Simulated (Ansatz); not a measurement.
# Is the response still linear at 0.5 V/Å? 1T-SiSSe monolayer

The dipole of a slab grows in proportion to a weak field along its normal. Does the weak-field slope carry to a strong field?

Set-up. Ansatz 0.2.0, plane waves with PAW datasets (its set soft_2), LDA; atoms held at their relaxed places, 18 Å of vacuum, dipole correction, cell area 9.68 Å², 18×18 k-points, smearing 0.02585 eV. Without field the slab has a gap of 0.54 eV.

```
  run  field (V/Å)  dipole (e·Å)
run 1        −0.10      −0.04150
run 2         0.00      −0.01561
run 3         0.10       0.01029
run 4         0.50             ?
```

Q: Estimate the withheld value from the rows shown.

A least-squares line through the 3 rows shown has slope 0.258950 and intercept −0.015607; no row lies more than 0.00001 e·Å off it. A perfect conductor with that slope would be 180.95 × 0.25895 / 9.68 = 4.84 Å thick. At 0.50 it gives 0.258950 × 0.50 + (−0.015607) = 0.11387 e·Å, beyond the rows fitted. Rounding and scatter of the rows alone allow about ±0.00002 e·Å there.

The run itself gives 0.11412 e·Å: a miss of +0.00025 e·Å. That is under 1 % of the induced dipole, so the response is still linear.

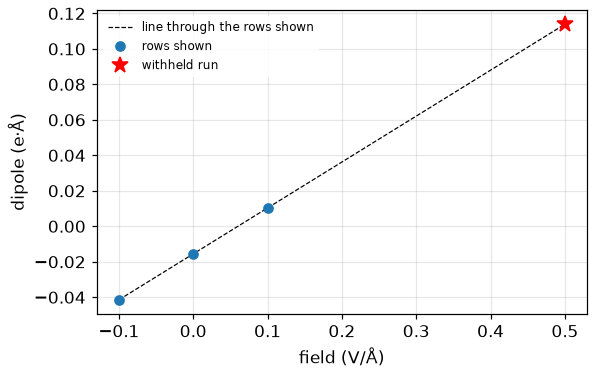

The fit and the withheld run.

Caveats: Ions are held, so this is the electronic response. Of the series that stay linear within 1 %, this collection keeps about one in seven, and it keeps all that bend.

[Logs are printed without paths, hosts, clocks, repeated set-up lines and the standing remarks that a program may print on its own settings, such as how far it seeks lower states.]
